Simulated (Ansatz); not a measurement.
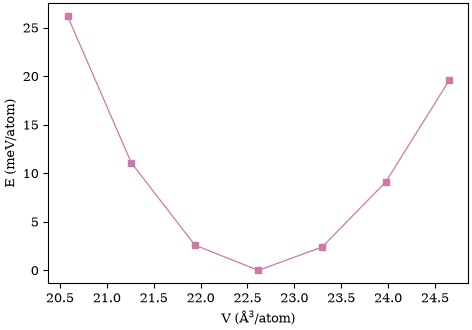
Mg (9R (Sm type), space group No. 166) under volume change, r²SCAN (plane waves, PAW; program Ansatz), shape and atoms relaxed at each volume.

Problem. What does a third-order Birch–Murnaghan fit give for V₀, B₀ and B′?

Solution. V₀ = 22.62 Å³/atom, B₀ = 39.4 GPa, B′ = 3.9.

Space group R-3m (9R (Sm type)). The first step of the workflow began from a Materials Project structure, measured or hypothetical; the Crystallography Open Database copy checked does not list it. It is not the phase usual at ambient conditions (space group No. 194). The r²SCAN relaxation kept the symmetry of its start; whether a distortion lowers the energy is not shown.

Potentials: the later of the program's two PAW sets.
